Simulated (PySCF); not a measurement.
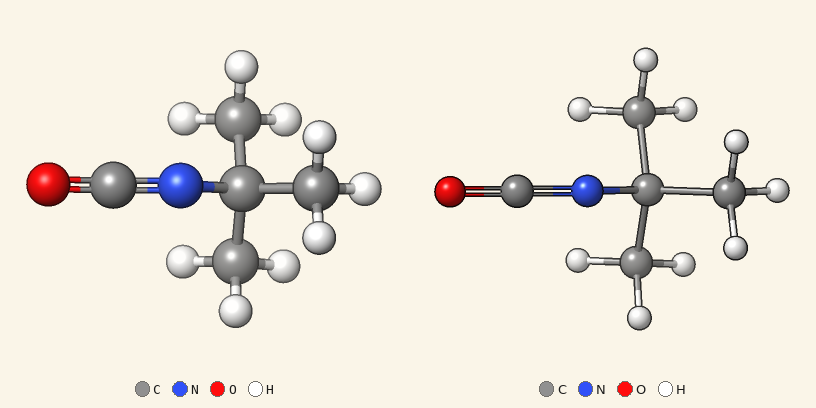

The same structure drawn twice, from different directions.

The geometry was computed by an optimisation with PBE0-D3(BJ)/def2-SVP. No frequency run is at hand to confirm it as a minimum.

What does the picture show?

Formula C₅H₉NO. Its SMILES string is `CC(C)(C)N=C=O`. It has no ring. Coordination: 4 C tetrahedral; 1 N bent; 1 C linear.

More results for the same structure follow; atom numbers are the same in all pictures, views and colours differ.

## Spin–spin coupling

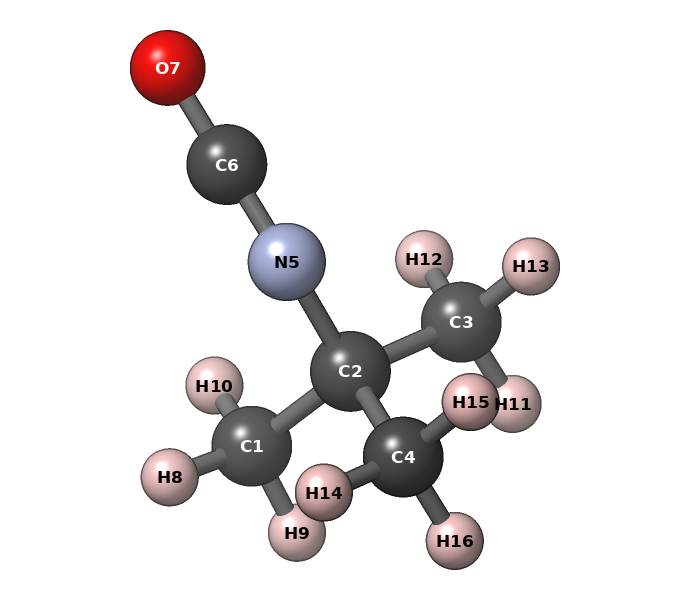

No frequency run is at hand to confirm it as a minimum. Method: B3LYP/pcJ-0 indirect spin-spin coupling, non-relativistic, gas phase (PySCF 2.14.0). Isotopes: 13C, 1H, 15N, 17O.

Give the spin–spin coupling constants of these pairs, with the number of bonds between them: C1/N5, N5/H11, N5/H14, N5/H15.

```
   pair  bonds apart  J (Hz)
 C1, N5            2     0.9
N5, H11            3    −5.8
N5, H14            3    −1.6
N5, H15            3    −1.9
```

## Levels of theory compared

No frequency run is at hand to confirm it as a minimum. Program: PySCF 2.14.0.

Tabulate HOMO–LUMO gap (eV), HOMO energy (eV), dipole (D) at these levels: B3LYP/6-31G*; B3LYP/6-31G-J; B3LYP/def2-TZVP; B3LYP/pcJ-0.

| level | HOMO–LUMO gap (eV) | HOMO energy (eV) | dipole (D) |
| --- | --- | --- | --- |
| B3LYP/6-31G* | 8.30 | −7.36 | 3.09 |
| B3LYP/6-31G-J | 8.12 | −7.44 | 3.51 |
| B3LYP/def2-TZVP | 7.82 | −7.68 | 3.23 |
| B3LYP/pcJ-0 | 8.37 | −7.70 | 3.41 |

## Quadrupole coupling

No frequency run is at hand to confirm it as a minimum. Electric field gradients from the ground-state density, B3LYP/6-31G-J (PySCF 2.14.0), non-relativistic apart from any core potentials.

Give the largest field-gradient component, the quadrupole coupling constant and the asymmetry for 14N at N5 (Q = 20.44 mb), 17O at O7 (Q = −25.6 mb), 2H at H8 (Q = 2.86 mb), 2H at H9 (Q = 2.86 mb), 2H at H10 (Q = 2.86 mb), 2H at H11 (Q = 2.86 mb).

| atom | V_zz (a.u.) | e²qQ/h (MHz) | η |
| --- | --- | --- | --- |
| N5 | 0.736 | 3.54 | 0.12 |
| O7 | 0.991 | −5.96 | 0.33 |
| H8 | 0.301 | 0.202 | 0.03 |
| H9 | 0.300 | 0.202 | 0.03 |
| H10 | 0.299 | 0.201 | 0.03 |
| H11 | 0.300 | 0.202 | 0.03 |
